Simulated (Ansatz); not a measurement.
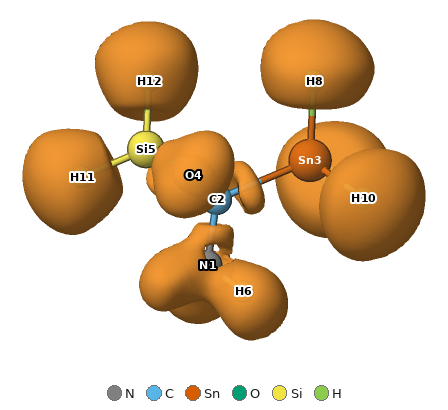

*CH$_{7}$NOSiSn. Isosurface of the ELF at 0.75 (orange), seen across its widest extent. Only the valence region is drawn (cores and ρ < 0.01 e/Å³ removed).*

Core potentials replace the inner electrons of Sn.

Method: RKS PBE/def2-SVP (Ansatz 0.2.0).

Input

```
crystal:
  periodic: [false, false, false]
  atoms:
    - { symbol: "N", position_ang: [-0.4908, 1.6432, -0.1656] }
    - { symbol: C, position_ang: [-0.0674, 0.3198, -0.3265] }
    - { symbol: Sn, position_ang: [0.9444, -0.6006, 1.2938] }
    - { symbol: O, position_ang: [0.5791, 0.1158, -1.5535] }
    - { symbol: Si, position_ang: [-1.0453, -0.7465, -1.4703] }
    - { symbol: H, position_ang: [0.2819, 2.2914, 0.0903] }
    - { symbol: H, position_ang: [-1.1702, 1.701, 0.6383] }
    - { symbol: H, position_ang: [1.5263, -2.1895, 0.8223] }
    - { symbol: H, position_ang: [-0.0925, -0.6949, 2.7278] }
    - { symbol: H, position_ang: [2.3772, 0.3671, 1.7474] }
    - { symbol: H, position_ang: [-1.9984, -0.0838, -2.352] }
    - { symbol: H, position_ang: [-0.7672, -2.1782, -1.4181] }
basis:
  gaussian: { orbitals: def2-SVP }
hamiltonian:
  xc: pbe
relax:
  f_tol: 0.02
  max_steps: 50
output:
  orbitals: {}
```

Launched as:

```sh
ansatz run input.yaml --threads 2 --pin off --max-ram 3072MiB --backend cpu --events-out ev --progress --plain --runs-dir out
```

The fields are those of the relaxed geometry.

Where are the electrons localised?

At this value the surface marks out one region between bonded C–Si atoms (shared pairs), five regions around hydrogen nuclei, one region on O in which the atom's valence shell and bonds are merged and one joined region spread over several atoms (H, N), in which their bonds and any lone pairs are merged. Along the contacts the grid gives the following. C–N (1.43 Å): the ELF peaks at about 0.95 between the atoms: a shared electron pair. C–O (1.49 Å): the ELF peaks at about 0.80 between the atoms: a shared but strongly polarised pair.
